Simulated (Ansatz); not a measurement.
Geometry relaxation, with input and output: CH₅GeNS₂

System: CH₅GeNS₂, SMILES NC1[S][GeH2][S]1.
Method: RKS PBE/def2-SVP (Ansatz 0.2.0).

It belongs to a series of runs on one base structure; here: end point B relaxed.

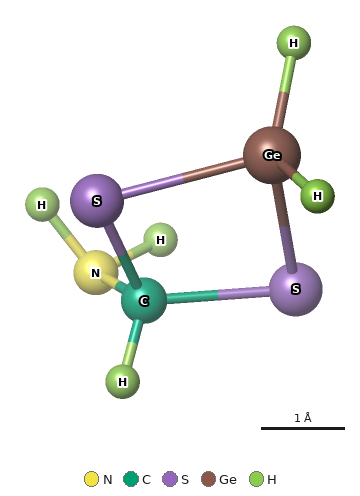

*The structure as given in the input (ball-and-stick view, seen at a tilt). Sticks mark near contacts.*

Bond lengths as drawn: C–H 1.07 Å, C–N 1.41 Å, C–S 1.84 to 1.85 Å, Ge–H 1.49 to 1.55 Å, Ge–S 2.20 to 2.28 Å and H–N 1.06 to 1.10 Å.

## Results in brief

- outcome: converged
- total energy: −80761.2673 eV
- mean-field energy: −80761.2673 eV
- largest force (length of the vector) at the end: 0.016 eV/Å
- hardware: 2 threads of AMD EPYC (Zen 5), 16 GiB of memory available, shared host
- wall time: 12 s (CPU time 24 s)
- peak memory: 0.2 GiB

## Input file
```yaml
crystal:
  periodic: [false, false, false]
  atoms:
    - { symbol: "N", position_ang: [-0.951, 1.4801, 0.2713] }
    - { symbol: C, position_ang: [-0.7558, 0.0859, 0.2466] }
    - { symbol: S, position_ang: [-0.3284, -0.4537, -1.47] }
    - { symbol: Ge, position_ang: [1.64, -1.0738, -0.4928] }
    - { symbol: S, position_ang: [0.6717, -0.3198, 1.3363] }
    - { symbol: H, position_ang: [-0.65359, 1.89914, -0.70592] }
    - { symbol: H, position_ang: [-0.26832, 1.93888, 0.93626] }
    - { symbol: H, position_ang: [-1.6167, -0.4474, 0.5791] }
    - { symbol: H, position_ang: [2.784, -0.2211, -0.9072] }
    - { symbol: H, position_ang: [1.7233, -2.6252, -0.4407] }
basis:
  gaussian: { orbitals: def2-SVP }
hamiltonian:
  xc: pbe
relax:
  f_tol: 0.015
  max_steps: 40
```

Command:
```bash
ansatz run input.yaml --threads 2 --pin off --max-ram 3072MiB --backend cpu --events-out ev --progress --plain --runs-dir out
```

## Log
```
The last accepted step is kept in [file] (removed where the run ends without a failure and the disk answers)
Engine: ansatz 0.2.0, x86_64-unknown-linux-gnu
Functional definition: PBE
  parameter kappa = 0.804
  parameter beta = 0.06672455060314922
  exchange = pbe_x(kappa = kappa, mu = beta*pi^2/3)
  correlation = pbe_c(beta = beta)
1381 factors; their error is unknown
mean field evaluation 1: about -80752.8517 eV, gradient 6.1e1 eV
mean field evaluation 2: about -80674.3051 eV, gradient 1.5e2 eV
mean field evaluation 4: about -80760.3547 eV, gradient 1.0e1 eV
mean field evaluation 8: about -80760.6536 eV, gradient 3.4e-1 eV
mean field evaluation 16: about -80760.5569 eV, gradient 2.5e-3 eV
mean field -80760.55693956 eV, -2967.8957260572 hartree, gradient 3.2e-5 eV, S^2 0.000000; 0 other end points of the search recorded, 0 dependent functions left out
the calculation of the forces begins
reference -80760.55697456 eV, -2967.8957273434 hartree; 41, 41 occupied and 80, 80 virtual orbitals, 1381 factors
relax step   1: F+E_penalty+E_count = -80760.55693956 eV  Δ(F+E_penalty+E_count) = +0.000e0 eV  max|allowed force component| = 3.195e0 eV/Å  Δτ_max = 0.0000 Å  (31 SCF iters, accepted)
these checks for a lower state are left out or cut short: starts, cluster_reference, orbital_swaps, neighbouring_geometries, increment
1381 factors; their error is unknown
mean field -80760.96502165 eV, -2967.9107227973 hartree, gradient 6.5e-6 eV, S^2 0.000000; 0 other end points of the search recorded, 0 dependent functions left out
the calculation of the forces begins
reference -80760.96505738 eV, -2967.9107241103 hartree; 41, 41 occupied and 80, 80 virtual orbitals, 1381 factors
relax step   2: F+E_penalty+E_count = -80760.96502165 eV  Δ(F+E_penalty+E_count) = -4.081e-1 eV  max|allowed force component| = 9.177e-1 eV/Å  Δτ_max = 0.1941 Å  (31 SCF iters, accepted)
these checks for a lower state are left out or cut short: starts, cluster_reference, orbital_swaps, neighbouring_geometries, increment
1381 factors; their error is unknown
mean field evaluation 32: about -80761.0062 eV, gradient 2.4e-1 eV
mean field -80761.00627249 eV, -2967.9122387378 hartree, gradient 2.4e-5 eV, S^2 0.000000; 0 other end points of the search recorded, 0 dependent functions left out
the calculation of the forces begins
reference -80761.00630834 eV, -2967.9122400553 hartree; 41, 41 occupied and 80, 80 virtual orbitals, 1381 factors
relax step   3: F+E_penalty+E_count = -80761.00627249 eV  Δ(F+E_penalty+E_count) = -4.125e-2 eV  max|allowed force component| = 1.912e-1 eV/Å  Δτ_max = 0.0596 Å  (29 SCF iters, accepted)
these checks for a lower state are left out or cut short: starts, cluster_reference, orbital_swaps, neighbouring_geometries, increment
1381 factors; their error is unknown
mean field -80761.04942431 eV, -2967.9138245380 hartree, gradient 1.0e-5 eV, S^2 0.000000; 0 other end points of the search recorded, 0 dependent functions left out
the calculation of the forces begins
reference -80761.04946025 eV, -2967.9138258589 hartree; 41, 41 occupied and 80, 80 virtual orbitals, 1381 factors
relax step   4: F+E_penalty+E_count = -80761.04942431 eV  Δ(F+E_penalty+E_count) = -4.315e-2 eV  max|allowed force component| = 3.466e-1 eV/Å  Δτ_max = 0.1469 Å  (29 SCF iters, accepted)
these checks for a lower state are left out or cut short: starts, cluster_reference, orbital_swaps, neighbouring_geometries, increment
1381 factors; their error is unknown
mean field -80761.08549845 eV, -2967.9151502380 hartree, gradient 1.2e-5 eV, S^2 0.000000; 0 other end points of the search recorded, 0 dependent functions left out
the calculation of the forces begins
reference -80761.08553444 eV, -2967.9151515606 hartree; 41, 41 occupied and 80, 80 virtual orbitals, 1381 factors
relax step   5: F+E_penalty+E_count = -80761.08549845 eV  Δ(F+E_penalty+E_count) = -3.607e-2 eV  max|allowed force component| = 1.232e0 eV/Å  Δτ_max = 0.1956 Å  (29 SCF iters, accepted)
these checks for a lower state are left out or cut short: starts, cluster_reference, orbital_swaps, neighbouring_geometries, increment
1381 factors; their error is unknown
mean field -80761.18240701 eV, -2967.9187115619 hartree, gradient 1.0e-5 eV, S^2 0.000000; 0 other end points of the search recorded, 0 dependent functions left out
the calculation of the forces begins
reference -80761.18244316 eV, -2967.9187128906 hartree; 41, 41 occupied and 80, 80 virtual orbitals, 1381 factors
relax step   6: F+E_penalty+E_count = -80761.18240701 eV  Δ(F+E_penalty+E_count) = -9.691e-2 eV  max|allowed force component| = 5.279e-1 eV/Å  Δτ_max = 0.2000 Å  (29 SCF iters, accepted)
these checks for a lower state are left out or cut short: starts, cluster_reference, orbital_swaps, neighbouring_geometries, increment
1381 factors; their error is unknown
mean field evaluation 64: about -80761.2277 eV, gradient 1.2e-5 eV
mean field -80761.22773790 eV, -2967.9203774416 hartree, gradient 1.2e-5 eV, S^2 0.000000; 0 other end points of the search recorded, 0 dependent functions left out
the calculation of the forces begins
reference -80761.22777402 eV, -2967.9203787689 hartree; 41, 41 occupied and 80, 80 virtual orbitals, 1381 factors
relax step   7: F+E_penalty+E_count = -80761.22773790 eV  Δ(F+E_penalty+E_count) = -4.533e-2 eV  max|allowed force component| = 4.420e-1 eV/Å  Δτ_max = 0.2000 Å  (29 SCF iters, accepted)
these checks for a lower state are left out or cut short: starts, cluster_reference, orbital_swaps, neighbouring_geometries, increment
1381 factors; their error is unknown
mean field -80761.25472041 eV, -2967.9213690306 hartree, gradient 1.6e-5 eV, S^2 0.000000; 0 other end points of the search recorded, 0 dependent functions left out
the calculation of the forces begins
reference -80761.25475645 eV, -2967.9213703548 hartree; 41, 41 occupied and 80, 80 virtual orbitals, 1381 factors
relax step   8: F+E_penalty+E_count = -80761.25472041 eV  Δ(F+E_penalty+E_count) = -2.698e-2 eV  max|allowed force component| = 2.373e-1 eV/Å  Δτ_max = 0.2000 Å  (28 SCF iters, accepted)
these checks for a lower state are left out or cut short: starts, cluster_reference, orbital_swaps, neighbouring_geometries, increment
1381 factors; their error is unknown
mean field -80761.26448158 eV, -2967.9217277470 hartree, gradient 1.5e-5 eV, S^2 0.000000; 0 other end points of the search recorded, 0 dependent functions left out
the calculation of the forces begins
reference -80761.26451775 eV, -2967.9217290760 hartree; 41, 41 occupied and 80, 80 virtual orbitals, 1381 factors
relax step   9: F+E_penalty+E_count = -80761.26448158 eV  Δ(F+E_penalty+E_count) = -9.761e-3 eV  max|allowed force component| = 1.030e-1 eV/Å  Δτ_max = 0.0717 Å  (30 SCF iters, accepted)
these checks for a lower state are left out or cut short: starts, cluster_reference, orbital_swaps, neighbouring_geometries, increment
1381 factors; their error is unknown
mean field -80761.26570429 eV, -2967.9217726808 hartree, gradient 1.5e-5 eV, S^2 0.000000; 0 other end points of the search recorded, 0 dependent functions left out
the calculation of the forces begins
reference -80761.26574054 eV, -2967.9217740130 hartree; 41, 41 occupied and 80, 80 virtual orbitals, 1381 factors
relax step  10: F+E_penalty+E_count = -80761.26570429 eV  Δ(F+E_penalty+E_count) = -1.223e-3 eV  max|allowed force component| = 1.592e-1 eV/Å  Δτ_max = 0.0276 Å  (31 SCF iters, accepted)
these checks for a lower state are left out or cut short: starts, cluster_reference, orbital_swaps, neighbouring_geometries, increment
1381 factors; their error is unknown
mean field -80761.26717780 eV, -2967.9218268312 hartree, gradient 1.6e-5 eV, S^2 0.000000; 0 other end points of the search recorded, 0 dependent functions left out
the calculation of the forces begins
reference -80761.26721402 eV, -2967.9218281621 hartree; 41, 41 occupied and 80, 80 virtual orbitals, 1381 factors
relax step  11: F+E_penalty+E_count = -80761.26717780 eV  Δ(F+E_penalty+E_count) = -1.474e-3 eV  max|allowed force component| = 1.798e-2 eV/Å  Δτ_max = 0.0206 Å  (31 SCF iters, accepted)
these checks for a lower state are left out or cut short: starts, cluster_reference, orbital_swaps, neighbouring_geometries, increment
1381 factors; their error is unknown
mean field evaluation 96: about -80761.2673 eV, gradient 6.7e-5 eV
mean field -80761.26725755 eV, -2967.9218297620 hartree, gradient 1.5e-5 eV, S^2 0.000000; 0 other end points of the search recorded, 0 dependent functions left out
the calculation of the forces begins
reference -80761.26729378 eV, -2967.9218310933 hartree; 41, 41 occupied and 80, 80 virtual orbitals, 1381 factors
relax step  12: F+E_penalty+E_count = -80761.26725755 eV  Δ(F+E_penalty+E_count) = -7.975e-5 eV  max|allowed force component| = 1.340e-2 eV/Å  Δτ_max = 0.0073 Å  (32 SCF iters, accepted)
```

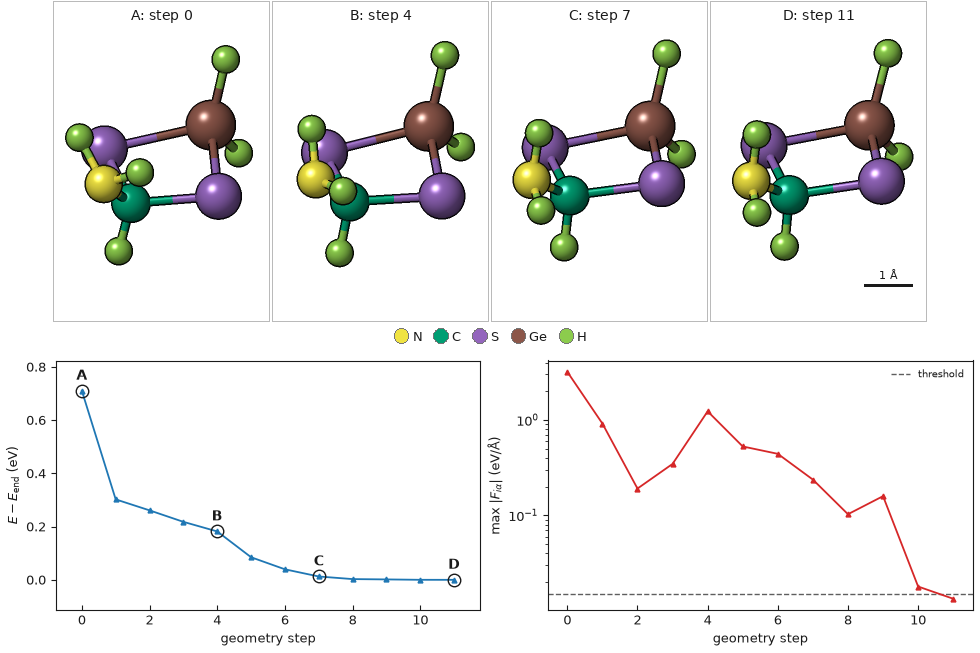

*Frames of the relaxation (ball-and-stick view, seen at a tilt) above the curves, on which the letters mark them (the first geometry is step 0 here and step 1 in the log).*

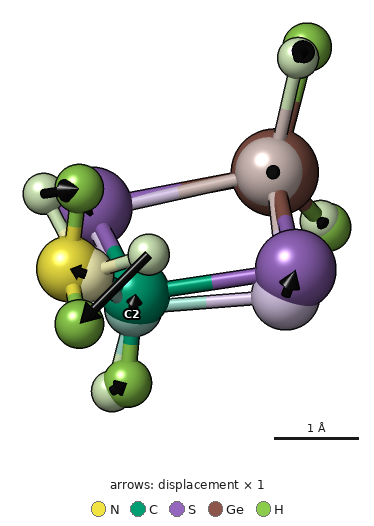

*Start (faint) and end (solid) with the displacements as black arrows, at true length (ball-and-stick view, seen at a tilt). The two geometries are laid on each other by the best rigid fit.*

The largest move after the best rigid fit is that of H7, 1.18 Å. Largest moves by element: H 1.18 Å, S 0.36 Å, N 0.21 Å, C 0.19 Å, Ge 0.15 Å. Distances before and after: C2–S5 1.841 → 1.954 Å, N1–H6 1.104 → 1.026 Å, Ge4–H9 1.486 → 1.556 Å, C2–H8 1.066 → 1.108 Å. Among the angles that change: H9–Ge4–H10 122.7° → 110.2°, N1–C2–S5 108.4° → 117.2°, H6–N1–H7 102.6° → 110.6°. After 11 geometry steps the energy has fallen by 0.710 eV. Largest force component: 3.2 eV/Å at the start, 0.013 eV/Å at the end. (Atoms are counted from 1 in the order of the input.)

```
1381 factors; their error is unknown
mean field -80761.26725755 eV, -2967.9218297620 hartree, gradient 2.0e-5 eV, S^2 0.000000; 1 other end points of the search recorded, 0 dependent functions left out
the calculation of the forces begins
reference -80761.26729378 eV, -2967.9218310933 hartree; 41, 41 occupied and 80, 80 virtual orbitals, 1381 factors
Total energy: -80761.26729378 eV, -2967.9218310933 hartree
Atom 0 at    -1.038627     1.566131     0.114754 Å, force    -0.003003    -0.013397     0.008472 eV/Å
Atom 1 at    -0.621553     0.227763     0.209801 Å, force    -0.001305     0.010999     0.011036 eV/Å
Atom 2 at    -0.245514    -0.450980    -1.487544 Å, force     0.001419    -0.002402    -0.005795 eV/Å
Atom 3 at     1.657868    -1.221434    -0.554806 Å, force     0.005359    -0.004348    -0.004517 eV/Å
Atom 4 at     0.975708    -0.136761     1.273932 Å, force    -0.011844     0.002843    -0.001250 eV/Å
Atom 5 at    -0.307334     2.190205    -0.244977 Å, force     0.003377     0.000518    -0.000729 eV/Å
Atom 6 at    -1.432337     1.935586     0.987514 Å, force     0.000422    -0.000582    -0.005832 eV/Å
Atom 7 at    -1.417639    -0.378904     0.684578 Å, force     0.009737     0.004307    -0.001643 eV/Å
Atom 8 at     2.965877    -0.699898    -1.216966 Å, force    -0.002873    -0.001422     0.000871 eV/Å
Atom 9 at     1.708741    -2.768688    -0.413347 Å, force    -0.001289     0.003484    -0.000615 eV/Å
Dipole moment:     0.003141     0.173818     0.123655 e Å
```

## Trajectory as extended XYZ (Å, eV, eV/Å), 10 of the 12 frames kept, from step=1 to step=12
```
10
Properties=species:S:1:pos:R:3:forces:R:3 step=1 energy=-80760.55694
N    -0.9510    1.4801    0.2713    0.7101   3.1948  -1.5872
C    -0.7558    0.0859    0.2466    1.2123   0.6082  -0.4868
S    -0.3284   -0.4537   -1.4700    0.3127  -0.6868  -0.5492
Ge    1.6400   -1.0738   -0.4928   -1.4063  -0.6447  -0.0932
S     0.6717   -0.3198    1.3363    0.4501  -0.5690   1.2861
H    -0.6536    1.8991   -0.7059   -0.7387  -0.8974   2.1390
H    -0.2683    1.9389    0.9363   -0.8357  -0.5119  -0.5817
H    -1.6167   -0.4474    0.5791   -1.2113  -0.9443   0.4992
H     2.7840   -0.2211   -0.9072    1.1290   0.3209  -0.4407
H     1.7233   -2.6252   -0.4407    0.3778   0.1304  -0.1856
10
Properties=species:S:1:pos:R:3:forces:R:3 step=2 energy=-80760.96502
N    -1.0052    1.5568    0.2569    0.5889   0.9177  -0.6288
C    -0.7354    0.1465    0.2514   -0.1635   0.0651  -0.0943
S    -0.3266   -0.5045   -1.4566    0.2011  -0.0608  -0.1287
Ge    1.6210   -1.1162   -0.4818   -0.2409  -0.2019  -0.1021
S     0.6554   -0.3666    1.3943    0.3637  -0.1194   0.2649
H    -0.7022    1.9684   -0.6610   -0.2617  -0.3537   0.6886
H    -0.3991    2.0357    0.9526   -0.3432  -0.2637  -0.1590
H    -1.6129   -0.4260    0.5799   -0.2971  -0.1923   0.1778
H     2.8865   -0.3759   -0.9641    0.1752   0.1333  -0.0523
H     1.8637   -2.6551   -0.5187   -0.0224   0.0756   0.0339
10
Properties=species:S:1:pos:R:3:forces:R:3 step=3 energy=-80761.00627
N    -1.0004    1.5686    0.2305    0.1762   0.0013  -0.0502
C    -0.7485    0.1476    0.2561   -0.1388   0.1081  -0.1361
S    -0.3247   -0.5149   -1.4545   -0.0659   0.0255  -0.0423
Ge    1.6202   -1.1212   -0.4969    0.0192  -0.0021   0.0279
S     0.6704   -0.3724    1.3932    0.1912  -0.0609   0.1303
H    -0.6441    1.9600   -0.6503    0.0315  -0.0155  -0.0368
H    -0.4534    2.0359    0.9686   -0.1822  -0.0713   0.0471
H    -1.6370   -0.4193    0.6025    0.0222   0.0039   0.0560
H     2.8963   -0.3653   -0.9827   -0.0504  -0.0159   0.0085
H     1.8664   -2.6561   -0.5135   -0.0031   0.0268  -0.0045
10
Properties=species:S:1:pos:R:3:forces:R:3 step=5 energy=-80761.08550
N    -0.9883    1.5665    0.1226    0.8336   0.1205   0.5413
C    -0.7400    0.1508    0.2521   -0.1579   0.3253  -0.2512
S    -0.3568   -0.5529   -1.4468   -0.1369   0.0568   0.1430
Ge    1.6096   -1.1315   -0.5184    0.0862   0.0588   0.1150
S     0.7396   -0.3463    1.3904    0.0354  -0.0314  -0.1151
H    -0.3319    1.9524   -0.6055   -0.4623  -0.2107   0.8518
H    -0.7835    2.0357    1.0567   -0.3585  -0.4003  -1.2322
H    -1.6200   -0.3923    0.6705    0.1673   0.1958  -0.0101
H     2.8558   -0.3591   -1.0532   -0.0379  -0.0634  -0.0183
H     1.8607   -2.6602   -0.5155    0.0312  -0.0515  -0.0240
10
Properties=species:S:1:pos:R:3:forces:R:3 step=6 energy=-80761.18241
N    -0.9908    1.5521    0.0991    0.5270   0.4196   0.2213
C    -0.7180    0.1627    0.2397   -0.0925   0.2244  -0.1896
S    -0.3545   -0.5806   -1.4449   -0.1106   0.0926   0.1851
Ge    1.6275   -1.1649   -0.5361   -0.0267   0.0468   0.1062
S     0.7848   -0.3259    1.3594    0.0340  -0.0210  -0.0396
H    -0.2650    2.0150   -0.4826   -0.2161  -0.1939   0.2644
H    -0.9815    2.0224    1.0317   -0.2054  -0.2422  -0.5279
H    -1.6091   -0.3111    0.6965    0.1099  -0.2668   0.0371
H     2.8683   -0.4120   -1.1024   -0.0144  -0.0350  -0.0369
H     1.8835   -2.6947   -0.5075   -0.0051  -0.0246  -0.0200
10
Properties=species:S:1:pos:R:3:forces:R:3 step=7 energy=-80761.22774
N    -0.9791    1.5629    0.0666    0.0255  -0.0268   0.4420
C    -0.7035    0.1798    0.2248    0.1939   0.2339   0.0298
S    -0.3509   -0.5577   -1.4391    0.0876  -0.1049  -0.1113
Ge    1.6225   -1.1766   -0.5325    0.0084   0.0137  -0.0477
S     0.8405   -0.2560    1.3442    0.0005  -0.0443  -0.0403
H    -0.1776    2.0584   -0.3606   -0.2029  -0.1868   0.0550
H    -1.1745    2.0074    0.9816   -0.0713  -0.0757  -0.2695
H    -1.5360   -0.3703    0.7122   -0.0457   0.2495  -0.0663
H     2.8677   -0.4715   -1.1479    0.0070  -0.0366  -0.0179
H     1.8362   -2.7134   -0.4963   -0.0030  -0.0220   0.0263
10
Properties=species:S:1:pos:R:3:forces:R:3 step=8 energy=-80761.25472
N    -1.0341    1.5767    0.0904    0.1458  -0.2373   0.1540
C    -0.6372    0.2268    0.2099   -0.1240  -0.0570  -0.0540
S    -0.2714   -0.4881   -1.4696   -0.0573  -0.0181  -0.0978
Ge    1.6442   -1.2269   -0.5455    0.0877   0.0496  -0.0519
S     0.9283   -0.1696    1.2867    0.0602   0.0291   0.0796
H    -0.2677    2.1566   -0.2716   -0.0237   0.1235   0.0227
H    -1.3596    1.9333    0.9977   -0.0212   0.1813  -0.0821
H    -1.4520   -0.3462    0.6914   -0.0314  -0.0656  -0.0051
H     2.9239   -0.6247   -1.1992    0.0023  -0.0567   0.0123
H     1.7709   -2.7748   -0.4373   -0.0384   0.0512   0.0222
10
Properties=species:S:1:pos:R:3:forces:R:3 step=10 energy=-80761.26570
N    -1.0350    1.5673    0.1104    0.0684  -0.0513  -0.0249
C    -0.6207    0.2254    0.2059   -0.1592  -0.0023   0.0980
S    -0.2572   -0.4726   -1.4862    0.0188   0.0585  -0.0091
Ge    1.6570   -1.2130   -0.5566    0.0182  -0.0836  -0.0152
S     0.9662   -0.1435    1.2749    0.0044   0.0409   0.0025
H    -0.2918    2.1851   -0.2364   -0.0123   0.0201  -0.0128
H    -1.4246    1.9350    0.9860   -0.0006  -0.0086  -0.0054
H    -1.4231   -0.3736    0.6835    0.0435   0.0200  -0.0232
H     2.9637   -0.6875   -1.2177   -0.0025   0.0075  -0.0028
H     1.7107   -2.7594   -0.4108    0.0212  -0.0011  -0.0071
10
Properties=species:S:1:pos:R:3:forces:R:3 step=11 energy=-80761.26718
N    -1.0374    1.5653    0.1140   -0.0100   0.0169   0.0034
C    -0.6220    0.2268    0.2099   -0.0099  -0.0069   0.0036
S    -0.2482   -0.4541   -1.4874    0.0018   0.0009  -0.0107
Ge    1.6566   -1.2199   -0.5556    0.0077  -0.0015   0.0074
S     0.9714   -0.1352    1.2733    0.0180  -0.0123   0.0006
H    -0.3018    2.1860   -0.2428    0.0008   0.0111  -0.0053
H    -1.4287    1.9362    0.9873   -0.0018  -0.0050  -0.0055
H    -1.4186   -0.3794    0.6833   -0.0067  -0.0002   0.0074
H     2.9639   -0.6962   -1.2169   -0.0001  -0.0006  -0.0006
H     1.7101   -2.7665   -0.4122    0.0001  -0.0025  -0.0004
10
Properties=species:S:1:pos:R:3:forces:R:3 step=12 energy=-80761.26726
N    -1.0386    1.5661    0.1148   -0.0030  -0.0134   0.0085
C    -0.6216    0.2278    0.2098   -0.0013   0.0110   0.0110
S    -0.2455   -0.4510   -1.4875    0.0014  -0.0024  -0.0058
Ge    1.6579   -1.2214   -0.5548    0.0054  -0.0043  -0.0045
S     0.9757   -0.1368    1.2739   -0.0118   0.0028  -0.0013
H    -0.3073    2.1902   -0.2450    0.0034   0.0005  -0.0007
H    -1.4323    1.9356    0.9875    0.0004  -0.0006  -0.0058
H    -1.4176   -0.3789    0.6846    0.0097   0.0043  -0.0016
H     2.9659   -0.6999   -1.2170   -0.0029  -0.0014   0.0009
H     1.7087   -2.7687   -0.4133   -0.0013   0.0035  -0.0006
```
